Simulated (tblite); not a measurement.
**Geometry relaxation, with input and output: C₆H₁₅GeN**

The run: geometry relaxation of C₆H₁₅GeN, SMILES C=C[N]([GeH3])C(C)(C)C. Method and program: GFN2-xTB geometry optimisation, gas phase (tblite 0.8.0).

It belongs to a series of runs on one base structure; here: constitutional isomer.

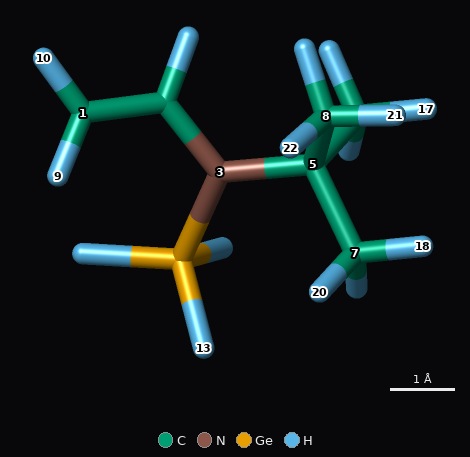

*The starting structure (stick view, seen at a tilt; atoms are numbered from 1 in the order of the input). Sticks mark near contacts.*

Bond lengths as drawn: C–C 1.34 to 1.55 Å, C–H 1.07 to 1.12 Å, C–N 1.42 to 1.50 Å, Ge–H 1.54 to 1.55 Å and Ge–N 1.90 Å.

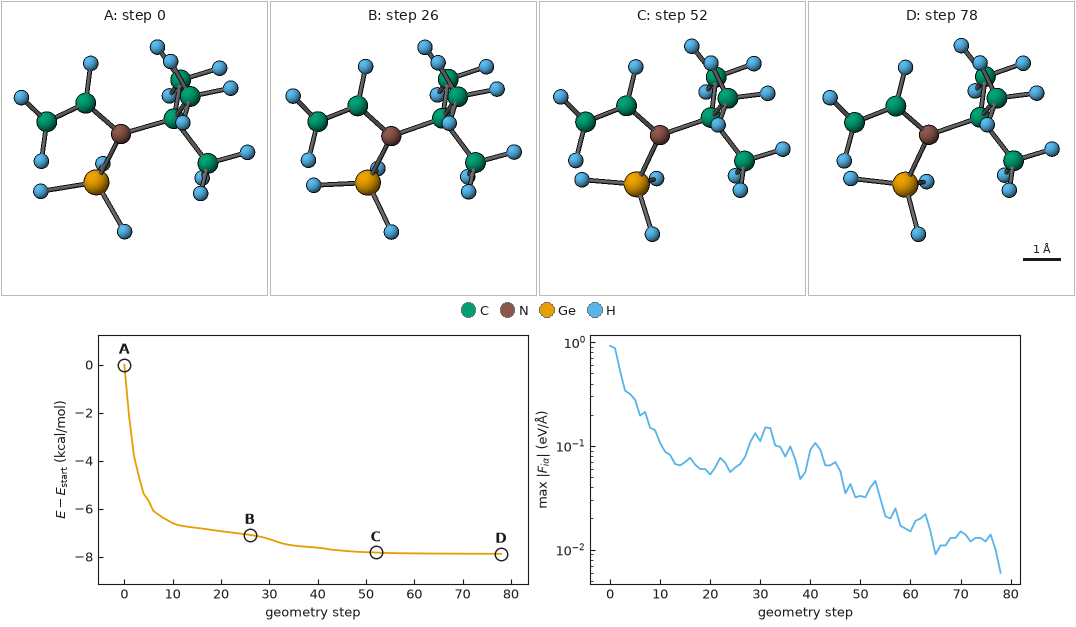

*Frames of the relaxation (ball-and-stick view, seen at a tilt) above the curves, on which the letters mark them (steps are counted from 0).*

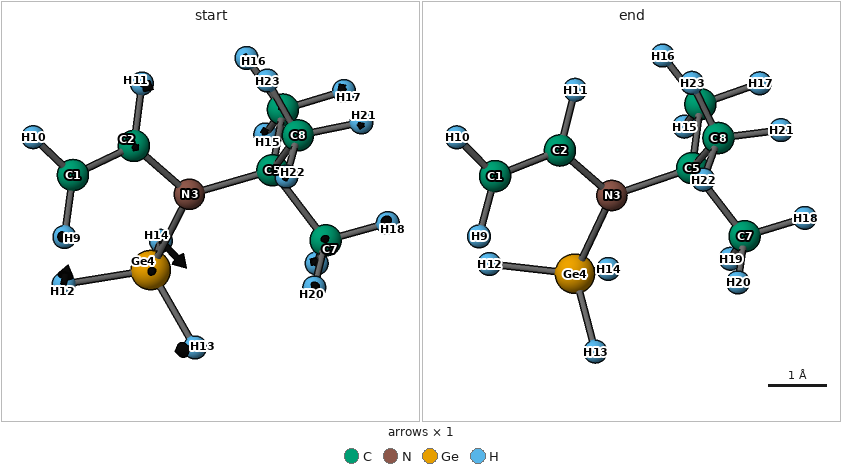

*Before (left) and after (right) the relaxation, at one scale (ball-and-stick view, seen at a tilt). The black arrows give the displacements, at true length.*

Over 78 geometry steps the energy falls by 7.88 kcal/mol. Largest force component: 0.92 eV/Å at the start, 0.006 eV/Å at the end. The largest move after the best rigid fit is that of H14, 0.69 Å. Largest moves by element: H 0.69 Å, Ge 0.14 Å, C 0.13 Å, N 0.05 Å. Distances before and after: N3–Ge4 1.899 → 1.831 Å, Ge4–H12 1.547 → 1.490 Å, Ge4–H13 1.553 → 1.504 Å, Ge4–H14 1.544 → 1.505 Å. Among the angles that change: N3–C2–H11 120.4° → 115.5°, C1–C2–N3 122.0° → 125.2°, C2–N3–C5 120.1° → 117.0°. (Atoms are counted from 1 in the order of the input.)

The input and output of the run follow.

### Input
```
{"job": {"kind": "relax", "xc": "GFN2-xTB", "basis": "xTB"}, "charge": 0, "multiplicity": 1}
C      2.651300    -0.194500     1.293100
C      1.631400    -0.633400     0.536100
N      0.598400     0.233500     0.088000
Ge     1.134800     1.813500    -0.818900
C     -0.799100    -0.277600    -0.057300
C     -0.915100    -1.081900    -1.374700
C     -1.818700     0.888100    -0.098500
C     -1.164400    -1.180300     1.135400
H      2.712400     0.845300     1.585600
H      3.397100    -0.879800     1.649900
H      1.581300    -1.700000     0.331800
H      2.619900     2.121100    -0.514700
H      0.269000     3.010000    -0.338000
H      0.975900     1.607500    -2.341200
H     -0.664100    -0.433200    -2.243500
H     -0.212900    -1.942300    -1.351200
H     -1.941300    -1.467600    -1.502700
H     -2.862500     0.491900    -0.083100
H     -1.714400     1.498400    -1.010400
H     -1.676100     1.544700     0.796100
H     -2.240300    -1.488100     1.082000
H     -1.010100    -0.642100     2.090100
H     -0.557100    -2.106200     1.156300
```

The first line tells a small driver script what to run in tblite; the rest is the geometry in Å.

Command:
```bash
OMP_NUM_THREADS=1 python <driver script> task.json out
```

### What the program printed
```
step      E/eV     max force
  0    -688.82536    1.074
  1    -688.91928    0.887
  2    -688.99018    0.808
  3    -689.02667    0.488
  4    -689.05842    0.326
  5    -689.07079    0.283
  6    -689.08933    0.222
  7    -689.09578    0.239
  8    -689.10176    0.178
  9    -689.10662    0.189
 10    -689.11159    0.138
 11    -689.11473    0.106
 12    -689.11660    0.102
 13    -689.11793    0.087
 14    -689.11909    0.078
 15    -689.12014    0.082
 16    -689.12123    0.094
 17    -689.12241    0.080
 18    -689.12368    0.072
 19    -689.12495    0.078
 20    -689.12613    0.079
 21    -689.12723    0.078
 22    -689.12832    0.092
 23    -689.12940    0.083
 24    -689.13050    0.070
 25    -689.13163    0.065
 26    -689.13282    0.073
 27    -689.13419    0.085
 28    -689.13584    0.111
 29    -689.13787    0.134
 30    -689.14040    0.120
 31    -689.14337    0.173
 32    -689.14636    0.167
 33    -689.14883    0.103
 34    -689.15063    0.103
 35    -689.15194    0.093
 36    -689.15298    0.108
 37    -689.15383    0.077
 38    -689.15453    0.059
 39    -689.15519    0.061
 40    -689.15593    0.101
 41    -689.15689    0.113
 42    -689.15816    0.093
 43    -689.15964    0.089
 44    -689.16042    0.066
 45    -689.16117    0.072
 46    -689.16191    0.065
 47    -689.16267    0.049
 48    -689.16330    0.054
 49    -689.16373    0.050
 50    -689.16402    0.048
 51    -689.16429    0.040
 52    -689.16462    0.047
 53    -689.16502    0.054
 54    -689.16538    0.039
 55    -689.16564    0.031
 56    -689.16580    0.024
 57    -689.16594    0.030
 58    -689.16607    0.024
 59    -689.16615    0.021
 60    -689.16622    0.017
 61    -689.16629    0.019
 62    -689.16638    0.022
 63    -689.16647    0.023
 64    -689.16654    0.018
 65    -689.16658    0.012
 66    -689.16661    0.014
 67    -689.16665    0.014
 68    -689.16669    0.017
 69    -689.16673    0.016
 70    -689.16678    0.017
 71    -689.16684    0.016
 72    -689.16688    0.014
 73    -689.16690    0.015
 74    -689.16692    0.014
 75    -689.16695    0.014
 76    -689.16698    0.015
 77    -689.16702    0.012
 78    -689.16704    0.008
```

### Trajectory as extended XYZ (Å, eV, eV/Å), 4 of the 79 frames kept, from step=0 to step=78
```
23
Properties=species:S:1:pos:R:3:forces:R:3 step=0 energy=-688.82536
C     2.6513   -0.1945    1.2931   -0.8660  -0.2150  -0.5080
C     1.6314   -0.6334    0.5361   -0.1040   0.8760   0.6120
N     0.5984    0.2335    0.0880    0.1200   0.1370  -0.1200
Ge    1.1348    1.8135   -0.8189   -0.1080  -0.2700   0.3940
C    -0.7991   -0.2776   -0.0573    0.3090  -0.0880  -0.3600
C    -0.9151   -1.0819   -1.3747    0.0960  -0.1500  -0.1240
C    -1.8187    0.8881   -0.0985   -0.0510   0.1290   0.4440
C    -1.1644   -1.1803    1.1354   -0.2890  -0.3280   0.3310
H     2.7124    0.8453    1.5856    0.0830  -0.1810  -0.0330
H     3.3971   -0.8798    1.6499    0.0960   0.0840  -0.0640
H     1.5813   -1.7000    0.3318   -0.3090   0.1880  -0.1790
H     2.6199    2.1211   -0.5147   -0.6340  -0.2340  -0.1290
H     0.2690    3.0100   -0.3380    0.3380  -0.4690  -0.2380
H     0.9759    1.6075   -2.3412   -0.0020   0.1710   0.3760
H    -0.6641   -0.4332   -2.2435   -0.1470  -0.4480   0.5960
H    -0.2129   -1.9423   -1.3512   -0.4560   0.5590  -0.0950
H    -1.9413   -1.4676   -1.5027    0.5070   0.1750   0.0390
H    -2.8625    0.4919   -0.0831    0.8820   0.2340   0.0340
H    -1.7144    1.4984   -1.0104    0.1010  -0.2580   0.3480
H    -1.6761    1.5447    0.7961   -0.1270  -0.5230  -0.7360
H    -2.2403   -1.4881    1.0820    0.9230   0.3060  -0.0190
H    -1.0101   -0.6421    2.0901   -0.0450  -0.2760  -0.5440
H    -0.5571   -2.1062    1.1563   -0.3160   0.5810  -0.0240
23
Properties=species:S:1:pos:R:3:forces:R:3 step=26 energy=-689.13282
C     2.5973   -0.2024    1.2909    0.0210   0.0000   0.0030
C     1.5428   -0.5760    0.5798    0.0330   0.0090  -0.0430
N     0.5585    0.2850    0.0977    0.0030  -0.0360  -0.0300
Ge    1.0674    1.8092   -0.7878   -0.0270  -0.0620   0.0280
C    -0.7830   -0.2862   -0.0723    0.0330   0.0170   0.0050
C    -0.8764   -1.1027   -1.3684    0.0190   0.0320   0.0410
C    -1.7785    0.8736   -0.1235    0.0280  -0.0360  -0.0250
C    -1.1254   -1.1680    1.1372    0.0260   0.0470  -0.0430
H     2.7667    0.8241    1.5720   -0.0380   0.0130  -0.0040
H     3.3275   -0.9213    1.6138    0.0190  -0.0120  -0.0050
H     1.4145   -1.6289    0.3463   -0.0390   0.0500   0.0170
H     2.5264    1.9543   -0.5502    0.0580   0.0130  -0.0380
H     0.3283    3.0133   -0.2859    0.0010   0.0040   0.0670
H     0.8041    1.7126   -2.2709   -0.0140   0.0030  -0.0010
H    -0.6335   -0.4643   -2.2166    0.0010  -0.0120  -0.0210
H    -0.1736   -1.9324   -1.3486    0.0040  -0.0060  -0.0070
H    -1.8786   -1.5016   -1.5086    0.0110   0.0190   0.0450
H    -2.7994    0.5005   -0.1372    0.0000  -0.0010   0.0000
H    -1.6169    1.4721   -1.0208   -0.0210  -0.0100  -0.0100
H    -1.6437    1.5116    0.7487   -0.0330  -0.0320  -0.0010
H    -2.1718   -1.4621    1.1025    0.0090   0.0200   0.0010
H    -0.9396   -0.6153    2.0553   -0.0390   0.0020   0.0120
H    -0.5179   -2.0681    1.1565   -0.0540  -0.0230   0.0070
23
Properties=species:S:1:pos:R:3:forces:R:3 step=52 energy=-689.16462
C     2.6279   -0.1829    1.2509   -0.0090   0.0050  -0.0020
C     1.5472   -0.5801    0.5914   -0.0160   0.0010   0.0250
N     0.5701    0.2630    0.0769   -0.0070  -0.0060   0.0030
Ge    1.0681    1.8388   -0.7108   -0.0160  -0.0070  -0.0400
C    -0.7730   -0.2998   -0.0942    0.0000   0.0070   0.0090
C    -0.8412   -1.1579   -1.3625    0.0030   0.0010   0.0190
C    -1.7774    0.8473   -0.2013    0.0040   0.0110  -0.0050
C    -1.1623   -1.1287    1.1382    0.0180  -0.0050  -0.0090
H     2.8077    0.8562    1.4779   -0.0110   0.0010  -0.0300
H     3.3608   -0.8907    1.5934   -0.0160   0.0000   0.0000
H     1.3826   -1.6400    0.4335   -0.0010   0.0070  -0.0030
H     2.5570    1.8454   -0.7609    0.0020   0.0100  -0.0030
H     0.5469    3.0190    0.0612    0.0120  -0.0070   0.0100
H     0.5227    1.9319   -2.1153    0.0270   0.0070   0.0380
H    -0.6193   -0.5419   -2.2332   -0.0070  -0.0110   0.0020
H    -0.1127   -1.9641   -1.3190   -0.0030  -0.0120  -0.0010
H    -1.8319   -1.5905   -1.4784    0.0040   0.0020  -0.0080
H    -2.7877    0.4523   -0.2811    0.0050   0.0160   0.0030
H    -1.5809    1.4590   -1.0802   -0.0060   0.0100  -0.0130
H    -1.7149    1.4741    0.6863   -0.0100   0.0060  -0.0030
H    -2.2275   -1.3490    1.1141    0.0240  -0.0080  -0.0030
H    -0.9433   -0.5635    2.0417   -0.0020  -0.0180   0.0030
H    -0.6238   -2.0706    1.1816    0.0060  -0.0120   0.0090
23
Properties=species:S:1:pos:R:3:forces:R:3 step=78 energy=-689.16704
C     2.6278   -0.1657    1.2400   -0.0040  -0.0010   0.0060
C     1.5386   -0.5745    0.6025   -0.0010  -0.0020  -0.0060
N     0.5687    0.2577    0.0619   -0.0050   0.0010   0.0030
Ge    1.0778    1.8462   -0.6937   -0.0040  -0.0030  -0.0030
C    -0.7752   -0.3041   -0.1021   -0.0010  -0.0010  -0.0010
C    -0.8452   -1.1740   -1.3627    0.0000   0.0010   0.0000
C    -1.7796    0.8436   -0.2164    0.0030  -0.0020  -0.0030
C    -1.1622   -1.1317    1.1323    0.0000  -0.0010  -0.0020
H     2.8197    0.8792    1.4261   -0.0050   0.0020  -0.0010
H     3.3512   -0.8703    1.6070    0.0050   0.0020   0.0010
H     1.3647   -1.6367    0.4786    0.0010  -0.0050   0.0020
H     2.5634    1.8214   -0.8059    0.0030   0.0000  -0.0050
H     0.6272    3.0109    0.1436    0.0000   0.0020   0.0000
H     0.4869    2.0047   -2.0687   -0.0020  -0.0020   0.0050
H    -0.6175   -0.5705   -2.2402    0.0000   0.0040   0.0010
H    -0.1235   -1.9861   -1.3092    0.0040   0.0030   0.0040
H    -1.8382   -1.6019   -1.4774   -0.0030   0.0060  -0.0030
H    -2.7909    0.4502   -0.2897    0.0030   0.0030   0.0040
H    -1.5863    1.4469   -1.1017   -0.0010   0.0000  -0.0010
H    -1.7161    1.4794    0.6651    0.0050  -0.0020  -0.0060
H    -2.2263   -1.3547    1.1061    0.0000  -0.0010   0.0030
H    -0.9454   -0.5688    2.0377   -0.0010  -0.0010  -0.0010
H    -0.6243   -2.0743    1.1767    0.0020  -0.0010   0.0010
```

### Key numbers

```tsv
quantity	value
outcome	converged
total energy	−689.1670 eV
hardware	1 CPU thread, shared host
wall time	0.75 s
peak memory	0.18 GiB
```
